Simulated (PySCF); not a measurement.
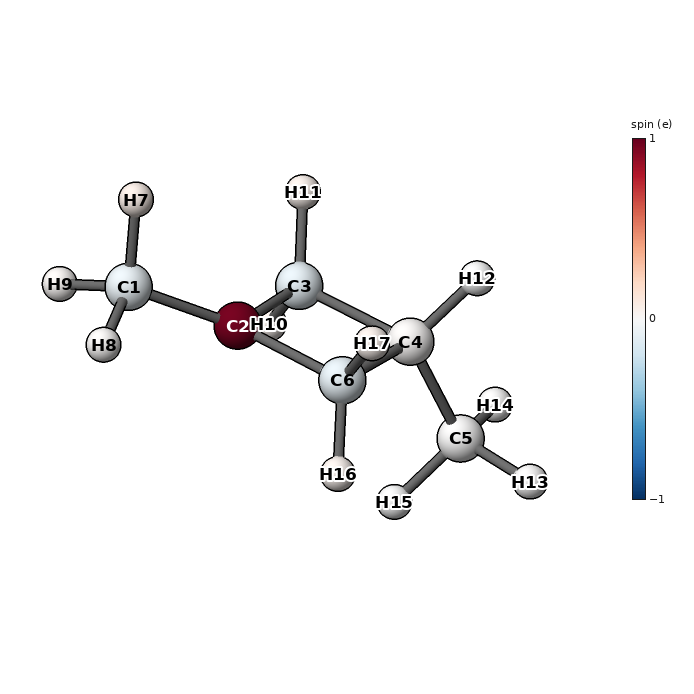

Atoms are coloured by their Mulliken spin populations. The species is neutral and a spin doublet. The geometry was computed by an optimisation with GFN2-xTB. No frequency run is at hand to confirm it as a minimum. Level of theory: UKS B3LYP, pcH-1 on C H, non-relativistic (PySCF 2.14.0).

Give the Mulliken spin populations atom by atom.

```tsv
atom	value (e)
C1	−0.07
C2	0.95
C3	−0.09
C4	0.01
C5	0.00
C6	−0.09
H7	0.07
H8	0.01
H9	0.02
H10	0.05
H11	0.05
H12	0.00
H13	0.00
H14	0.00
H15	0.00
H16	0.05
H17	0.05
```

Mulliken values depend strongly on the basis set.
